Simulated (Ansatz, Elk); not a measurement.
## ScAl2Ru2: X-ray structure factors from the self-consistent density

Structure refinements treat a crystal as free atoms side by side. For a made-up structure of ScAl2Ru2 (cell and positions from a PBE relaxation) the runs below show what the calculated density changes in F(hkl).

Main program and level: Elk 11.2.3 (patched build); DFT, PBE, all-electron APW+lo, Dirac cores, scalar-relativistic bands, static density, no spin.

The structure was built from a prototype and need not be the compound's stable phase.

## 1. The starting structure

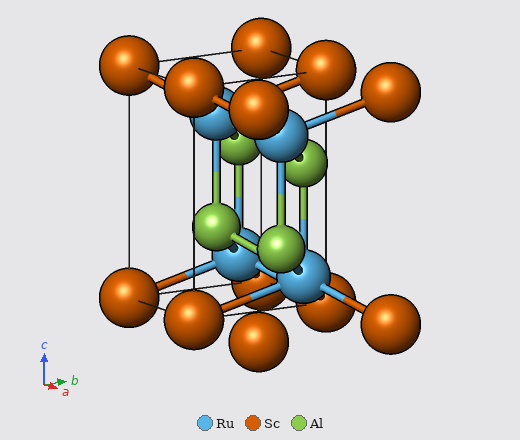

Start, viewed slightly off an axis; ruthenium blue, scandium orange, aluminium green. 2×1×1 cells are drawn. Bonds to atoms that aren't drawn are left out. Some periodic images of atoms are drawn too.

## 2. Ground state and structure factors

An all-electron density is needed, since X-rays see the cores too. Task 0 finds the density and task 195 Fourier-transforms it; tshift is off so that phases refer to the origin typed.

File elk.in:

```
tasks
  0
  195

xctype
  20

spinpol
  .false.

rgkmax
  7.0

gmaxvr
  14.0

lmaxo
  7

lmaxapw
  8

swidth
  0.002

tshift
  .false.

ramdisk
  .false.

hmaxvr
  5.5

maxscl
  120

epspot
  1e-06

sppath
  './'

avec
  8.27275852285 0.00000000000 -0.00000000000
  -4.13637926142 7.16441904016 0.00000000000
  -0.00000000000 0.00000000000 9.64062783118

atoms
  3
  'Ru.in'
  2
  0.6666666667 0.3333333333 0.8323314710   0.000000 0.000000 0.000000
  0.3333333333 0.6666666667 0.1676685290   0.000000 0.000000 0.000000
  'Sc.in'
  1
  -0.0000000000 0.0000000000 -0.0000000000   0.000000 0.000000 0.000000
  'Al.in'
  2
  0.6666666667 0.3333333333 0.3434287418   0.000000 0.000000 0.000000
  0.3333333333 0.6666666667 0.6565712582   0.000000 0.000000 0.000000

ngridk
  6 6 5
```

Started as:

```sh
$ OMP_NUM_THREADS=4 elk
```

Numbers of over 12 decimals in the logs are rounded to 6 here.

Log:

```text
┌─────────────────────────┐
│ Elk code version 11.2.3 │
└─────────────────────────┘

All units are atomic (Hartree, Bohr, etc.)

┌─────────────────────────────────────────────────┐
│ Ground-state run starting from atomic densities │
└─────────────────────────────────────────────────┘

Lattice vectors :
   8.272758523       0.000000000      -0.000000000
  -4.136379261       7.164419040       0.000000000
  -0.000000000       0.000000000       9.640627831

Reciprocal lattice vectors :
  0.7595030472      0.4384992888       0.000000000
  -0.000000000      0.8769985775      -0.000000000
   0.000000000       0.000000000      0.6517402619

Unit cell volume      :    571.3952749
Brillouin zone volume :   0.4341131688

Muffin-tin inner radius fraction :   0.1000000000E-01

Nuclei treated as point charges

Species : 1 (Ru)
 parameters loaded from : Ru.in
 name : ruthenium
 nuclear charge    :   -44.00000000
 electronic charge :    44.00000000
 atomic mass :    184239.3393
 muffin-tin radius :    2.525970015
 number of radial points in muffin-tin :   1193
 inner part over the whole radius :   0.9913868982E-02
 number on inner part of muffin-tin    :    848
 approximate nuclear radius :   0.8462081736E-04
 number of mesh points to nuclear radius :    423
 atomic positions (lattice), magnetic fields (Cartesian) :
  1 :  -0.33333333  0.33333333 -0.16766853    0.00000000  0.00000000  0.00000000
  2 :   0.33333333 -0.33333333  0.16766853    0.00000000  0.00000000  0.00000000

Species : 2 (Sc)
 parameters loaded from : Sc.in
 name : scandium
 nuclear charge    :   -21.00000000
 electronic charge :    21.00000000
 atomic mass :    81949.61073
 muffin-tin radius :    2.400000000
 number of radial points in muffin-tin :    993
 inner part over the whole radius :   0.9898716403E-02
 number on inner part of muffin-tin    :    698
 approximate nuclear radius :   0.6711386133E-04
 number of mesh points to nuclear radius :    323
 atomic positions (lattice), magnetic fields (Cartesian) :
  1 :   0.00000000  0.00000000  0.00000000    0.00000000  0.00000000  0.00000000

Species : 3 (Al)
 parameters loaded from : Al.in
 name : aluminium
 nuclear charge    :   -13.00000000
 electronic charge :    13.00000000
 atomic mass :    49184.33496
 muffin-tin radius :    2.137359243
 number of radial points in muffin-tin :    793
 inner part over the whole radius :   0.9907902765E-02
 number on inner part of muffin-tin    :    552
 approximate nuclear radius :   0.5839653600E-04
 number of mesh points to nuclear radius :    244
 atomic positions (lattice), magnetic fields (Cartesian) :
  1 :  -0.33333333  0.33333333  0.34342874    0.00000000  0.00000000  0.00000000
  2 :   0.33333333 -0.33333333 -0.34342874    0.00000000  0.00000000  0.00000000

Total number of atoms per unit cell :    5
Total muffin-tin volume :    274.7270125
 ratio of muffin-tin to unit cell volume :   0.4808002875

Spin treatment :
 spin-unpolarised

Number of Bravais lattice symmetries :   24
Number of crystal symmetries         :   12
Crystal has inversion symmetry
Real symmetric eigensolver will be used

k-point grid :      6     6     5
k-point offset :    0.000000000       0.000000000       0.000000000
k-point set is reduced with full crystal symmetry group
Total number of k-points :       27

Muffin-tin radius times maximum |G+k| :    7.000000000
 using average radius
Maximum |G+k| for APW functions       :    2.984652444
Maximum (1/2)|G+k|²                   :    4.454075106
Maximum |G| for potential and density :    14.00000000
Constant for pseudocharge density :    9
 order of it for each species :   16  16  16
 order of it for pair densities of each species (exact exchange by exxq0 0: 17) :   11  10   7
Radial integration step length :    1

G-vector grid sizes :     40    40    45
Number of G-vectors :    26491

Maximum angular momentum used for
 APW functions            :    8
 outer part of muffin-tin :    7
 inner part of muffin-tin :    2

Total nuclear charge    :   -135.0000000
[...]
correlation                 :     -6.578952
 electron entropic           :    -0.14208160686941E-02
 total energy                :     -10314.795491966

Density of states at Fermi energy :    106.5586162
 (states/Hartree/unit cell)

Estimated indirect band gap :   0.1631024840E-02
 from k-point 3 to k-point 15
Estimated direct band gap   :   0.6721746124E-02
 at k-point 3

Charges :
 core                        :    74.00000000
 valence                     :    61.00000000
 interstitial                :    7.894073277
 muffin-tins (core leakage)
  species : 1 (Ru)
   atom 1                    :    42.63209600     ( -0.2588219594E-06)
[...]
species : 2 (Sc)
[...]
species : 3 (Al)
[...]
total in muffin-tins        :    127.1059267
 total calculated charge     :    134.9981989
 total charge                :    135.0000000
 error                       :   0.1801138400E-02

RMS change in Kohn-Sham potential (target) :   0.4393228516     (  0.1000000000E-05)
Absolute change in total energy (target)   :   0.3321176723     (  0.1000000000E-03)

[... loops 3 to 15 left out ...]

┌──────────────────┐
│ Loop number : 16 │
└──────────────────┘

Energies :
 Fermi                       :     0.280516
 sum of occupied eigenvalues :     -6111.4681929362
 electron kinetic            :      10687.403249843
 core electron kinetic       :      10245.503229266
 Coulomb                     :     -20656.840537581
 Coulomb potential           :     -16350.855329885
 nuclear-nuclear             :     -1181.9189918440
 electron-nuclear            :     -22631.103502397
 Hartree                     :      3156.1819566601
 Madelung                    :     -12481.412872639
 xc potential                :     -448.01611289387
 exchange                    :     -337.63192684817
 correlation                 :     -6.578810
 electron entropic           :    -0.10542282738075E-02
 total energy                :     -10313.649078978

Density of states at Fermi energy :    80.22835287
 (states/Hartree/unit cell)

Estimated indirect band gap :   0.1248820007E-02
 from k-point 15 to k-point 12
Estimated direct band gap   :   0.1336682546E-01
 at k-point 2

Charges :
 core                        :    74.00000000
 valence                     :    61.00000000
 interstitial                :    7.517867749
 muffin-tins (core leakage)
  species : 1 (Ru)
[...]
species : 2 (Sc)
[...]
species : 3 (Al)
[...]
total in muffin-tins        :    127.4821323
 total calculated charge     :    134.9982743
 total charge                :    135.0000000
 error                       :   0.1725715366E-02

RMS change in Kohn-Sham potential (target) :   0.3876654415E-06 (  0.1000000000E-05)
Absolute change in total energy (target)   :   0.4562614595E-04 (  0.1000000000E-03)

Convergence targets achieved

┌──────────────────┐
│ Loop number : 17 │
└──────────────────┘

Energies :
 Fermi                       :     0.280516
 sum of occupied eigenvalues :     -6111.4681881526
 electron kinetic            :      10687.403256927
 core electron kinetic       :      10245.503226748
 Coulomb                     :     -20656.840539712
 Coulomb potential           :     -16350.855323620
 nuclear-nuclear             :     -1181.9189918440
 electron-nuclear            :     -22631.103513937
 Hartree                     :      3156.1819660689
 Madelung                    :     -12481.412877902
 xc potential                :     -448.01612145952
 exchange                    :     -337.63192709956
 correlation                 :     -6.578810
 electron entropic           :    -0.10542277757548E-02
 total energy                :     -10313.649074257

Density of states at Fermi energy :    80.22831170
 (states/Hartree/unit cell)

Estimated indirect band gap :   0.1248823202E-02
 from k-point 15 to k-point 12
Estimated direct band gap   :   0.1336682789E-01
 at k-point 2

Charges :
 core                        :    74.00000000
 valence                     :    61.00000000
 interstitial                :    7.517867274
 muffin-tins (core leakage)
  species : 1 (Ru)
[...]
species : 2 (Sc)
   atom 1                    :    19.33731102     ( -0.2162804087E-06)
  species : 3 (Al)
   atom 1                    :    11.13965716     (  0.6549414765E-03)
   atom 2                    :    11.13965716     (  0.6549414765E-03)
 total in muffin-tins        :    127.4821327
 total calculated charge     :    134.9982743
 total charge                :    135.0000000
 error                       :   0.1725715858E-02

┌──────────────────────────────┐
│ Self-consistent loop stopped │
└──────────────────────────────┘

Warning : core states of species 3 leak from the muffin-tin :   0.6549414765E-03

Wrote STATE.OUT
```

Run time: 50 s. Hardware: 4 threads of Arm Neoverse N1, shared host; peak memory 0.18 GiB; 2.3 min of CPU time.

SFACRHO.OUT:

```text

h k l indices transformed by vhmat matrix:
   1.000000000       0.000000000       0.000000000    
   0.000000000       1.000000000       0.000000000    
   0.000000000       0.000000000       1.000000000    

      h      k      l  multipl.   |H|            Re(F)            Im(F)           |F|

      0      0      0      1   0.0000000       135.00000      0.11796822E-16   135.00000    
      0      0     -1      2  0.65174026       46.641911     -0.89209152E-14   46.641911    
     -1      1      0      6  0.87699858      -32.333655      0.20815469E-13   32.333655    
      1     -1     -1      6   1.0926536      -38.378396     -0.76818992E-14   38.378396    
      0     -1     -1      6   1.0926536       44.984650     -0.29736384E-14   44.984650    
      0      0     -2      2   1.3034805      -27.654135      0.12885766E-13   27.654135    
      1      1      0      6   1.5190061       98.161194     -0.18694504E-13   98.161194    
      1     -1      2      6   1.5710468       96.804298      0.60959587E-13   96.804298    
     -1      1      2      6   1.5710468      -28.372772      -0.0000000       28.372772    
     -1      2      1     12   1.6529201       36.198136     -0.69384896E-14   36.198136    
      0      2      0      6   1.7539972      -26.357091      0.14868192E-13   26.357091    
     -2      2      1      6   1.8711685       36.572904     -0.21806682E-13   36.572904    
      2     -2      1      6   1.8711685      -32.368001     -0.94846675E-13   32.368001    
      0      0     -3      2   1.9552208      -32.188628      0.47578214E-13   32.188628    
     -1      2     -2     12   2.0016096      -23.991847      0.24780320E-13   23.991847    
     -1      0      3      6   2.1428987       29.910401      0.35683661E-13   29.910401    
      0     -1      3      6   2.1428987       36.660468      0.25771533E-13   36.660468    
      2     -2     -2      6   2.1853072       83.650082      0.38781201E-13   83.650082
```

Elk indexes on the primitive cell of elk.in and gives |H| = 4π sin θ/λ in inverse bohr. Below, one row stands for each form hkl of the conventional cell (m members, Friedel mates merged), F is for one primitive cell and the density is static (no thermal factor). Free-atom factors are Waasmaier and Kirfel's, and R is Σm||F|−|F'||/Σm|F|.

```tsv
hkl	m	sin θ/λ (Å⁻¹)	abs F, DFT	neutral atoms	diff.
001	2	0.098	46.642	46.360	+0.282
100	6	0.132	32.334	32.218	+0.116
101	6	0.164	38.378	38.556	-0.178
011	6	0.164	44.985	45.054	-0.069
002	2	0.196	27.654	27.956	-0.302
110	6	0.228	98.161	98.830	-0.669
012	6	0.236	96.804	97.412	-0.608
102	6	0.236	28.373	28.718	-0.345
111	12	0.249	36.198	36.449	-0.251
200	6	0.264	26.357	26.577	-0.220
201	6	0.281	36.573	36.813	-0.241
021	6	0.281	32.368	32.488	-0.120
003	2	0.294	32.189	32.125	+0.063
112	12	0.301	23.992	24.145	-0.153
```

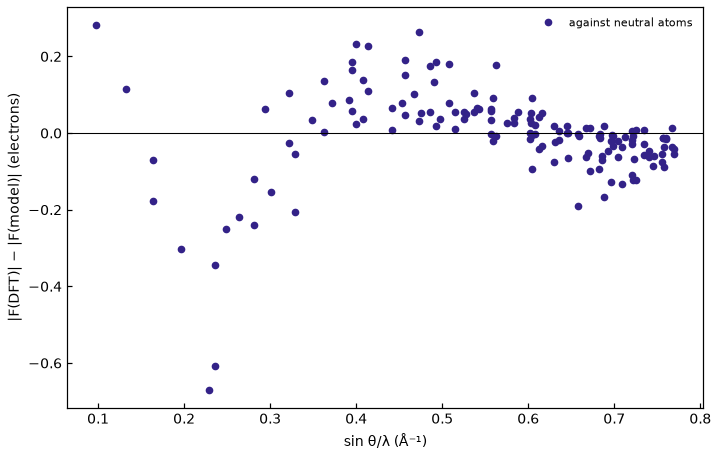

Difference between the calculated structure factors and the independent-atom ones.

## 3. The highest occupied states alone

An energy window below the Fermi level keeps the highest occupied states, to see at which angles they scatter; shallow core shells can lie inside it and anion s states outside. No new self-consistency is needed.

Edit elk.in of step 2 so:

```diff
@@ -1,3 +1,2 @@
 tasks
-  0
   195
@@ -40,2 +39,5 @@
 
+wsfac
+  -0.270720 0.580520
+
 sppath
```

Started as:

```sh
$ OMP_NUM_THREADS=4 elk
```

Log:

```text
┌─────────────────────────────────┐
│ Elk code version 11.2.3 started │
└─────────────────────────────────┘

Info(readinput): the functional depends on the density's gradient
 muffin-tin radial points multiplied by    2.00000
 (not where nrmtscf is given)

┌────────────────────┐
│ Current task : 195 │
└────────────────────┘
Info(checkmt): changed muffin-tin radius of species 1 (Ru) from   2.6000 to   2.5260
Info(checkmt): changed muffin-tin radius of species 3 (Al) from   2.2000 to   2.1374

Info(sfacrho): density structure factors written to SFACRHO.OUT

 Energy window :  -0.2707200000      0.5805200000

┌──────────────────┐
│ Elk code stopped │
└──────────────────┘
```

The job ended after 17 s (4 threads; peak memory 0.16 GiB).

States within 15 eV below the Fermi level hold 25.00 electrons; any levels below the window count with the cores. Their amplitudes can exceed the total, where window and core parts have opposite phase:

```tsv
hkl	sin θ/λ (Å⁻¹)	abs F, window	abs F, all
001	0.098	5.728	46.642
100	0.132	4.957	32.334
101	0.164	5.842	38.378
011	0.164	3.843	44.985
002	0.196	2.433	27.654
110	0.228	4.027	98.161
012	0.236	3.700	96.804
102	0.236	1.335	28.373
111	0.249	1.782	36.198
200	0.264	0.969	26.357
```

## 4. Another functional

The difference from free atoms is small, so it is set against the change that LDA (Perdew-Wang) makes.

Edit elk.in of step 3 so:

```diff
@@ -1,2 +1,3 @@
 tasks
+  0
   195
@@ -4,3 +5,3 @@
 xctype
-  20
+  3
 
@@ -39,5 +40,2 @@
 
-wsfac
-  -0.270720 0.580520
-
 sppath
```

Started as:

```sh
$ OMP_NUM_THREADS=4 elk
```

Log:

```text
┌─────────────────────────┐
│ Elk code version 11.2.3 │
└─────────────────────────┘

All units are atomic (Hartree, Bohr, etc.)

┌─────────────────────────────────────────────────┐
│ Ground-state run starting from atomic densities │
└─────────────────────────────────────────────────┘

Lattice vectors :
   8.272758523       0.000000000      -0.000000000
  -4.136379261       7.164419040       0.000000000
  -0.000000000       0.000000000       9.640627831

Reciprocal lattice vectors :
  0.7595030472      0.4384992888       0.000000000
[...]
species : 1 (Ru)
[...]
species : 2 (Sc)
[...]
species : 3 (Al)
   atom 1                    :    11.15318917     (  0.6933384003E-03)
   atom 2                    :    11.15318917     (  0.6933384003E-03)
 total in muffin-tins        :    127.5343557
 total calculated charge     :    134.9981766
 total charge                :    135.0000000
 error                       :   0.1823402618E-02

┌──────────────────────────────┐
│ Self-consistent loop stopped │
└──────────────────────────────┘

Warning : core states of species 3 leak from the muffin-tin :   0.6933384003E-03

Wrote STATE.OUT
[key lines of the parts left out:]
total energy                :     -10301.281752874
```

Wall time 30 s (4 threads); peak memory 0.16 GiB; 84 s of CPU time.

Against the first run R = 0.05 %; the largest change is -0.049 at 202.

## 5. A coarser k-mesh

About half the k-points along each axis test the sampling.

Edit elk.in of step 4 so:

```diff
@@ -5,3 +5,3 @@
 xctype
-  3
+  20
 
@@ -63,2 +63,2 @@
 ngridk
-  6 6 5
+  3 3 2
```

Started as:

```sh
$ OMP_NUM_THREADS=4 elk
```

Log:

```text
┌─────────────────────────┐
│ Elk code version 11.2.3 │
└─────────────────────────┘

All units are atomic (Hartree, Bohr, etc.)

┌─────────────────────────────────────────────────┐
│ Ground-state run starting from atomic densities │
└─────────────────────────────────────────────────┘

Lattice vectors :
   8.272758523       0.000000000      -0.000000000
  -4.136379261       7.164419040       0.000000000
  -0.000000000       0.000000000       9.640627831

Reciprocal lattice vectors :
  0.7595030472      0.4384992888       0.000000000
[...]
species : 1 (Ru)
[...]
species : 2 (Sc)
[...]
species : 3 (Al)
   atom 1                    :    11.13626367     (  0.6543785025E-03)
   atom 2                    :    11.13626367     (  0.6543785025E-03)
 total in muffin-tins        :    127.4976273
 total calculated charge     :    134.9983958
 total charge                :    135.0000000
 error                       :   0.1604196214E-02

┌──────────────────────────────┐
│ Self-consistent loop stopped │
└──────────────────────────────┘

Warning : core states of species 3 leak from the muffin-tin :   0.6543785025E-03

Wrote STATE.OUT
[key lines of the parts left out:]
total energy                :     -10313.639449238
```

Wall time 29 s (4 threads); peak memory 0.18 GiB.

Against the first run R = 0.02 %; the largest change is +0.020 at 001.

## 6. Settings against the effect

```tsv
run	R against the first run (%)	R against neutral atoms, low angle (%)	wall time
PBE, rgkmax 7	0.00	0.61	50 s
LDA (Perdew-Wang)	0.05	0.62	30 s
k-mesh 3×3×2	0.02	0.60	29 s
```

## 7. Outcome

```json
{
  "R against neutral atoms, sin θ/λ < 0.3 Å⁻¹": "0.61 %",
  "R against neutral atoms, 0.3 to 0.77 Å⁻¹": "0.21 %"
}
```

What this shows: Independent neutral atoms miss the calculated amplitudes by R = 0.61 % below 0.3 Å⁻¹ and 0.21 % from there to 0.77 Å⁻¹; by shells, 0.44 % below 0.15 Å⁻¹ (2 forms), 0.62 % 0.15 to 0.3 (11 forms), 0.28 % 0.3 to 0.45 (21 forms), 0.19 % above 0.45 (115 forms). Bonding, aspherical density and the tables' own atoms all enter these figures, and the runs don't part them. The largest change of an amplitude is -0.67 electrons, at 110. The window's part falls from 25.0 electrons at the origin to at most 0.38 between 0.45 and 0.77 Å⁻¹. Below 0.3 Å⁻¹ the changes that finished (LDA (Perdew-Wang) and k-mesh 3×3×2) move F by R = 0.03 % at most, against the 0.61 % that separates it from free atoms. The basis has no finished test. These runs have no spin, though d or f shells may be open. Part of the difference isn't bonding: the tables are fits to free atoms and ions calculated by other methods than this functional. Thermal motion, anomalous dispersion and extinction are left out.

[Logs are printed without paths, hosts, clocks, repeated set-up lines and the standing remarks that a program may print on its own settings, such as how far it seeks lower states.]

[Hosts, paths, dates, database ids (printed as entryN), source tags and the programs' standing remarks are cut or masked in the printed files.]
